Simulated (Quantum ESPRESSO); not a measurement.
```xyz
5
Lattice="3.9127 0.0000 0.0000 0.0000 3.9127 0.0000 0.0000 0.0000 3.9127" Properties=species:S:1:pos:R:3 pbc="T T T"
Sr     0.0000     0.0000     0.0000
Ti     1.9564     1.9564     1.9564
O      1.9564     0.0000     1.9564
O      0.0000     1.9564     1.9564
O      1.9564     1.9564     0.0000
```
The cell comes from the Materials Project (a computed structure). It is SrTiO3 in Pm-3m. Stability against distortions was not tested. The run has no spin polarisation.

For site O (atoms 3, 4, 5), a PBE PAW density (pw.x of a modified build of Quantum ESPRESSO, JTH datasets) with the all-electron reconstruction of Petrilli and co-workers (22.5 Ha, k-mesh 6×6×6 through Γ) gives Vzz = 0.122 a.u. and η_Q = 0.00, so |C_Q| = 0.74 MHz for ¹⁷O (|Q| = 0.0256 barn). Cores are frozen. Against all-electron runs on small test molecules, this scheme's |Vzz| missed by −2 to +6 % on O.

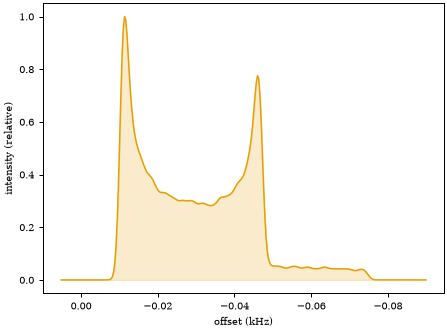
Figure. Simulated fast-MAS powder pattern of the ¹⁷O central transition at 18.8 T (Larmor frequency ν0 = 108.6 MHz, I = 5/2), second-order quadrupolar broadening alone, zero at the isotropic chemical shift

The full linewidth is 0.0642 kHz, or 0.591 ppm at this field.
